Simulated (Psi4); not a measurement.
# Run report: InH₂O, single-point calculation (part 1 of 2)

- system: InH₂O, multiplicity 2
- method: OMP2/def2-TZVP, UHF, core potentials def2 (Psi4 1.11)

The geometry comes from this level: PBE0-D4/def2-TZVP.

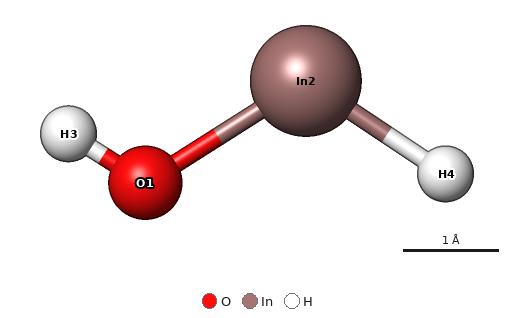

*The structure as given in the input (ball-and-stick view, seen on its broad side; atoms are numbered from 1 in the order of the input). Sticks mark near contacts.*

Bond lengths as drawn: H–In 1.77 Å, H–O 0.96 Å and In–O 2.00 Å.

## Summary

```tsv
quantity	value
outcome	converged
total energy	−265.780725 hartree
SCF energy	−265.255609 hartree
MP2 energy	−265.765972 hartree
correlation energy	−0.525116 hartree
basis functions	93
⟨S²⟩	0.766
hardware	1 thread of Intel Xeon (Granite Rapids), 64 GiB of memory available, shared host
wall time	45 s
peak memory	0.34 GiB
```

## Input (job.py)
```python
import psi4

psi4.set_memory('1600 MB')
psi4.set_num_threads(1)
psi4.core.set_output_file('psi4.out', False)

with open('h2ino.xyz') as f:
    atoms = ''.join(f.readlines()[2:])
molecule = psi4.geometry('0 2\n' + atoms + 'symmetry c1')

psi4.set_options({
    'basis': 'def2-TZVP',
    'reference': 'uhf',
    'puream': True,
    'e_convergence': 1e-09,
    'd_convergence': 1e-08,
    'scf_type': 'pk',
    'num_frozen_docc': 5,
    'maxiter': 200,
})

E = psi4.energy('omp2')
print(f'total energy {E:.8f} hartree = {E * 27.211386:.5f} eV')
for k, v in sorted(psi4.core.scalar_variables().items()):
    print(f'{k:45s} {v:18.10f}')
```

## File h2ino.xyz
```
4
H2InO
O     -0.298400    -1.020600     0.295000
In     0.563900     0.746600    -0.088500
H      0.236800    -1.629400     0.809100
H     -0.446700     1.843000    -1.036000
```

Command:
```bash
python job.py
```

## What the program printed
```
=> Loading Basis Set <=

    Name: DEF2-TZVP
    Role: ORBITAL
    Keyword: BASIS

    !!!  WARNING: ECP capability is in beta. Please check occupations closely.  !!!

         ---------------------------------------------------------
                                   SCF
                              UHF Reference
                        1 Threads,   1525 MiB Core
         ---------------------------------------------------------

  ==> Geometry <==

    Molecular point group: c1
    Full point group: C1

    Geometry (in Angstrom), charge = 0, multiplicity = 2:

       Center              X                  Y                   Z               Mass
    ------------   -----------------  -----------------  -----------------  -----------------
         O           -0.748387756696    -1.544832699220     0.337728004654    15.994914619570
         IN           0.113912243304     0.222367300780    -0.045771995346   114.903878776000
         H           -0.213187756696    -2.153632699220     0.851828004654     1.007825032230
         H           -0.896687756696     1.318767300780    -0.993271995346     1.007825032230

  Running in c1 symmetry.

  Rotational constants: A =      5.28917  B =      0.27107  C =      0.25785 [cm^-1]
  Rotational constants: A = 158565.23332  B =   8126.37028  C =   7730.20219 [MHz]
  Nuclear repulsion =   60.887027745392601

  Charge       = 0
  Multiplicity = 2
  Electrons    = 31
  Nalpha       = 16
  Nbeta        = 15

  ==> Algorithm <==

  SCF Algorithm Type is PK.
  DIIS enabled.
  MOM disabled.
  Fractional occupation disabled.
  Guess Type is SAD.
  Energy threshold   = 1.00e-09
  Density threshold  = 1.00e-08
  Integral threshold = 1.00e-12

  ==> Primary Basis <==

  Basis Set: DEF2-TZVP
    Blend: DEF2-TZVP
    Number of shells: 35
    Number of basis functions: 93
    Number of Cartesian functions: 107
    Spherical Harmonics?: true
    Max angular momentum: 3

  Core potential: DEF2-TZVP
    Number of shells: 4
    Number of ECP primitives: 18
    Number of ECP core electrons: 28
    Max angular momentum: 3

  ==> Integral Setup <==

  Using in-core PK algorithm.
   Calculation information:
      Number of atoms:                   4
      Number of AO shells:              35
      Number of primitives:             61
      Number of atomic orbitals:       107
      Number of basis functions:        93

      Integral cutoff                 1.00e-12
      Number of threads:                 1

  Performing in-core PK
  Using 19110012 doubles for integral storage.
  We computed 188490 shell quartets total.
  Whereas there are 198765 unique shell quartets.

  ==> DiskJK: Disk-Based J/K Matrices <==

    J tasked:                  Yes
    K tasked:                  Yes
    wK tasked:                  No
    Memory [MiB]:             1144
    Schwarz Cutoff:          1E-12

  Minimum eigenvalue in the overlap matrix is 2.7930320792E-03.
  Reciprocal condition number of the overlap matrix is 5.3557081480E-04.
    Using symmetric orthogonalization.

  ==> Pre-Iterations <==

  SCF Guess: Superposition of Atomic Densities via on-the-fly atomic UHF (no occupation information).

   -------------------------
    Irrep   Nso     Nmo
   -------------------------
     A         93      93
   -------------------------
    Total      93      93
   -------------------------

  ==> Iterations <==

                        Total Energy        Delta E     RMS |[F,P]|

   @UHF iter SAD:  -263.63570759350466   -2.63636e+02   0.00000e+00
   @UHF iter   1:  -265.06362572506748   -1.42792e+00   7.33647e-03 DIIS/ADIIS
   @UHF iter   2:  -265.14375408728461   -8.01284e-02   6.04443e-03 DIIS/ADIIS
   @UHF iter   3:  -265.25289486155901   -1.09141e-01   5.81792e-04 DIIS/ADIIS
   @UHF iter   4:  -265.25487706552684   -1.98220e-03   2.23587e-04 DIIS/ADIIS
   @UHF iter   5:  -265.25545636907907   -5.79304e-04   7.56730e-05 DIIS
   @UHF iter   6:  -265.25557874517233   -1.22376e-04   3.01173e-05 DIIS
   @UHF iter   7:  -265.25560041405737   -2.16689e-05   1.51886e-05 DIIS
   @UHF iter   8:  -265.25560662370992   -6.20965e-06   7.98182e-06 DIIS
   @UHF iter   9:  -265.25560861954841   -1.99584e-06   3.32971e-06 DIIS
   @UHF iter  10:  -265.25560897570625   -3.56158e-07   1.36530e-06 DIIS
   @UHF iter  11:  -265.25560902454163   -4.88354e-08   4.64510e-07 DIIS
   @UHF iter  12:  -265.25560903023228   -5.69065e-09   1.05912e-07 DIIS
   @UHF iter  13:  -265.25560903042435   -1.92074e-10   3.60581e-08 DIIS
   @UHF iter  14:  -265.25560903044271   -1.83604e-11   1.45642e-08 DIIS
   @UHF iter  15:  -265.25560903044516   -2.44427e-12   6.33716e-09 DIIS
  Energy and wave function converged.

  ==> Post-Iterations <==

   @Spin Contamination Metric:   1.633102544E-02
   @S^2 Expected:                7.500000000E-01
   @S^2 Observed:                7.663310254E-01
   @S   Expected:                5.000000000E-01
   @S   Observed:                5.000000000E-01

    Orbital Energies [Eh]
    ---------------------

    Alpha Occupied:

       1A    -20.516243     2A     -5.387821     3A     -3.647470
       4A     -3.642455     5A     -3.636982     6A     -1.274170
       7A     -1.035167     8A     -1.031694     9A     -1.028461
      10A     -1.027056    11A     -1.019597    12A     -0.624056
      13A     -0.530095    14A     -0.470675    15A     -0.458675
      16A     -0.309211

    Alpha Virtual:

      17A      0.018690    18A      0.064123    19A      0.094499
      20A      0.143891    21A      0.175288    22A      0.180510
      23A      0.216730    24A      0.248920    25A      0.276893
      26A      0.278902    27A      0.304307    28A      0.347369
      29A      0.394672    30A      0.489846    31A      0.621931
      32A      0.677252    33A      0.686699    34A      0.702176
      35A      0.713163    36A      0.720632    37A      0.820422
      38A      0.837329    39A      0.860325    40A      0.862190
      41A      0.932223    42A      0.950618    43A      1.007952
      44A      1.039856    45A      1.093976    46A      1.166680
      47A      1.170726    48A      1.176511    49A      1.282893
      50A      1.368256    51A      1.587075    52A      1.762384
      53A      1.920080    54A      1.936329    55A      1.987511
      56A      2.073125    57A      2.155801    58A      2.350862
      59A      2.406723    60A      2.441135    61A      2.475672
      62A      2.485536    63A      2.519019    64A      2.522668
      65A      2.537231    66A      2.611144    67A      2.657507
      68A      2.683756    69A      2.945559    70A      3.078768
      71A      3.099080    72A      3.162518    73A      3.424894
      74A      3.690705    75A      4.192532    76A      5.610381
      77A      5.623270    78A      5.653248    79A      5.673789
      80A      5.897580    81A      5.931982    82A      6.725658
      83A      6.887302    84A      6.979294    85A      6.980380
      86A      7.271970    87A      7.508695    88A     38.359255
      89A     39.352114    90A     39.479702    91A     39.644957
      92A     44.961946    93A    125.638153

    Beta Occupied:

       1A    -20.511421     2A     -5.384267     3A     -3.646199
       4A     -3.638134     5A     -3.637411     6A     -1.259793
       7A     -1.030425     8A     -1.028301     9A     -1.026893
      10A     -1.022767    11A     -1.015128    12A     -0.616547
      13A     -0.484010    14A     -0.455278    15A     -0.417106

    Beta Virtual:

      16A      0.010081    17A      0.036573    18A      0.071856
      19A      0.111504    20A      0.157467    21A      0.192100
      22A      0.215886    23A      0.229594    24A      0.267826
      25A      0.287735    26A      0.306567    27A      0.312393
      28A      0.361062    29A      0.408128    30A      0.517227
      31A      0.625663    32A      0.688199    33A      0.708155
      34A      0.717081    35A      0.722763    36A      0.729873
      37A      0.826294    38A      0.852579    39A      0.882030
      40A      0.882546    41A      0.941117    42A      0.958023
      43A      1.011683    44A      1.060516    45A      1.114031
      46A      1.175070    47A      1.190511    48A      1.198855
      49A      1.296200    50A      1.379640    51A      1.587486
      52A      1.768446    53A      1.927573    54A      1.962223
      55A      2.006358    56A      2.079431    57A      2.162354
      58A      2.364181    59A      2.407527    60A      2.444170
      61A      2.479591    62A      2.489971    63A      2.522536
      64A      2.538699    65A      2.540245    66A      2.617023
      67A      2.661252    68A      2.688963    69A      2.962742
      70A      3.085275    71A      3.101393    72A      3.175513
      73A      3.432624    74A      3.702463    75A      4.194423
      76A      5.614582    77A      5.627824    78A      5.658494
      79A      5.679262    80A      5.898791    81A      5.936874
      82A      6.728833    83A      6.894917    84A      6.984308
      85A      6.991982    86A      7.280863    87A      7.512112
      88A     38.360370    89A     39.353120    90A     39.482037
      91A     39.645173    92A     44.964787    93A    125.638266

    Final Occupation by Irrep:
              A
    DOCC [    15 ]
    SOCC [     1 ]
    NA   [    16 ]
    NB   [    15 ]

  @UHF Final Energy:  -265.25560903044516

   => Energetics <=

    Nuclear Repulsion Energy =             60.8870277453926008
    One-Electron Energy =                -561.4717673596843497
    Two-Electron Energy =                 235.3291305838465917
    Total Energy =                       -265.2556090304451573

  UHF NO Occupations:
  HONO-2 :   14  A 1.9987189
  HONO-1 :   15  A 1.9936409
  HONO-0 :   16  A 1.0000000
  LUNO+0 :   17  A 0.0063591
  LUNO+1 :   18  A 0.0012811
  LUNO+2 :   19  A 0.0002732
  LUNO+3 :   20  A 0.0001452

Computation Completed

Properties will be evaluated at   0.000000,   0.000000,   0.000000 [a0]

Properties computed using the SCF density matrix

 Multipole Moments:

 ------------------------------------------------------------------------------------
     Multipole            Electronic (a.u.)      Nuclear  (a.u.)        Total (a.u.)
 ------------------------------------------------------------------------------------

 L = 1.  Multiply by 2.5417464519 to convert [e a0] to [Debye]
 Dipole X            :          9.7757545           -8.8908221            0.8849324
 Dipole Y            :         16.4759815          -16.1076734            0.3683081
 Dipole Z            :         -2.7782096            3.0219898            0.2437802
 Magnitude           :                                                    0.9890324

 ------------------------------------------------------------------------------------

	total time  =          2 seconds =       0.03 minutes
  Constructing Basis Sets for DFOCC...

   => Loading Basis Set <=

    Name: (DEF2-TZVP AUX)
    Role: JKFIT
    Keyword: DF_BASIS_SCF

   => Loading Basis Set <=

    Name: (DEF2-TZVP AUX)
    Role: RIFIT
    Keyword: DF_BASIS_CC

  Module DFOCC Options:
  ----------------------------------------------------------------------------
  ACTIVE                        => (empty)
  BASIS_RELATIVISTIC            => (empty)
  BENCH                         => (empty)
  CC_DIIS_MAX_VECS              => (empty)
  CC_DIIS_MIN_VECS              => (empty)
  CC_LAMBDA                     => (empty)
  CC_MAXITER                    => (empty)
  CC_TYPE                       => (empty)
  CHOLESKY                      => FALSE           !
  CHOLESKY_TOLERANCE            => (empty)
  CI_TYPE                       => (empty)
  COMPUT_S2                     => (empty)
  CUBEPROP_BASIS_FUNCTIONS      => (empty)
  CUBEPROP_FILEPATH             => (empty)
  CUBEPROP_ISOCONTOUR_THRESHOLD => (empty)
  CUBEPROP_ORBITALS             => (empty)
  CUBEPROP_TASKS                => (empty)
  CUBIC_BASIS_TOLERANCE         => (empty)
  CUBIC_BLOCK_MAX_POINTS        => (empty)
  CUBIC_GRID_OVERAGE            => (empty)
  CUBIC_GRID_SPACING            => (empty)
  CUTOFF                        => (empty)
  DDX                           => (empty)
  DEBUG                         => (empty)
  DERTYPE                       => (empty)
  DF_BASIS_CC                   => (empty)
  DIE_IF_NOT_CONVERGED          => (empty)
  DKH_ORDER                     => (empty)
  DOCC                          => (empty)
  DO_DIIS                       => (empty)
  DO_LEVEL_SHIFT                => (empty)
  DO_SCS                        => FALSE           !
  DO_SOS                        => FALSE           !
  E3_SCALE                      => (empty)
  EKT_IP                        => (empty)
  EXTERNAL_POTENTIAL_SYMMETRY   => (empty)
  E_CONVERGENCE                 => 1e-09           !
  FREEZE_CORE                   => (empty)
  FREEZE_CORE_POLICY            => (empty)
  FROZEN_DOCC                   => (empty)
  FROZEN_UOCC                   => (empty)
  HESS_TYPE                     => (empty)
  INTEGRAL_CUTOFF               => (empty)
  INTEGRAL_PACKAGE              => (empty)
  LEVEL_SHIFT                   => (empty)
  LINEQ_SOLVER                  => (empty)
  LITERAL_CFOUR                 => (empty)
  LS_THC_BASIS_TOLERANCE        => (empty)
  LS_THC_DF                     => (empty)
  LS_THC_PRUNING_SCHEME         => (empty)
  LS_THC_RADIAL_POINTS          => (empty)
```
